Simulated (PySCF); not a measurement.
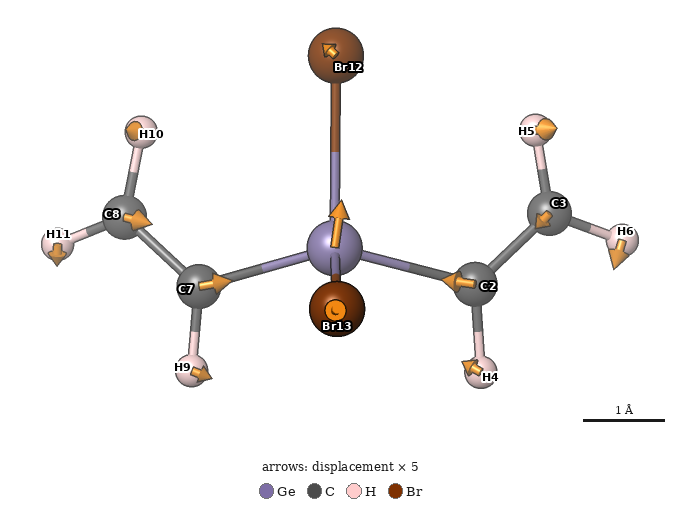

A relaxation of C4H6Br2Ge. The starting structure is drawn; orange arrows show the displacements, magnified 5 times. The two geometries are superimposed by the best rigid fit.

A ball-and-stick model, seen at a tilt.

The start comes from GFN2-xTB. Its atoms were then displaced at random by about 0.03 Å.

Theory: PySCF, PBE0-D3(BJ)/def2-SVP geometry optimisation, gas phase. 

### What happened in the run?

The Ge atom moves most after the best rigid fit: 0.12 Å. By element the largest moves are Ge 0.12 Å, C 0.10 Å, H 0.09 Å, Br 0.08 Å. Among the contacts that change: C–H 0.998 → 1.095 Å, Br–Ge 2.406 → 2.314 Å, C–Ge 1.978 → 1.928 Å, C–H 1.053 → 1.095 Å. Among the angles between lasting bonds that change: C–Ge–C 121.8° → 116.0°, Ge–C–H 110.0° → 115.4°, Ge–C–H 110.7° → 115.8°. After 8 geometry steps the energy has fallen by 11.3 kcal/mol. Cost: 4 min on 1 thread of Arm Neoverse V1 (shared host).
